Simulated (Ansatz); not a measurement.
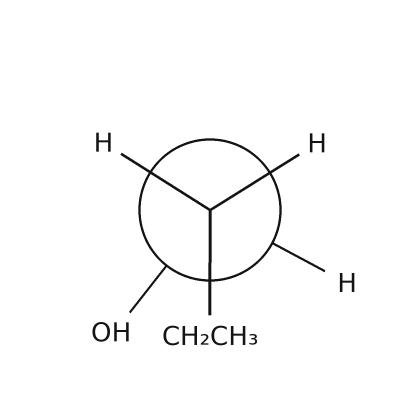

A Newman projection along the Si–P bond, silicon in front; angles are drawn as computed, but eclipsed bonds slightly apart. Computed geometry: PBE0-D4/def2-TZVP optimisation. No frequency run is at hand to confirm it as a minimum.

Which molecule is it?

Answer. C2H9OPSi, CC[SiH2]PO

What is the torsion angle from the front CH2CH3 to the back OH? The sign is positive where the front bond must turn clockwise to cover the back bond.

Answer. 38°, synclinal (gauche).
